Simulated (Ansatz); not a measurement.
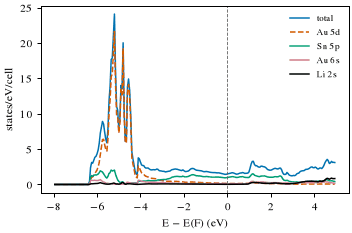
Fig. 1. Total and projected density of states of LiSnAu in space group P6_3/mmc (No. 194; Li on 2a, Au on 2c, Sn on 2d), DFT-PBEsol in the program Ansatz with PAW potentials

Q: Which orbitals carry the states next to the Fermi level?

A: Within 0.5 eV of the Fermi level: Sn 5p 66 %, Au 5d 10 %, Sn 5s 6 %, Au 6s 5 %, outside the projected shells 11 %. Projections are on Löwdin-orthogonalised atomic valence shells; empty p or d shells of many metals are not among them.

Q: Where is the tallest occupied peak in this window, and what makes it?

A: Near -5.2 eV, about 24 states/eV per cell; the largest projected share is Au 5d.

The workflow started from an entry of the Crystallography Open Database (COD). Its standing as an ambient phase is unchecked. The PBEsol relaxation kept the symmetry of its start; whether a distortion lowers the energy is not shown. Spin–orbit coupling is left out wherever it is not named.

Potentials: the later of the program's two PAW sets.
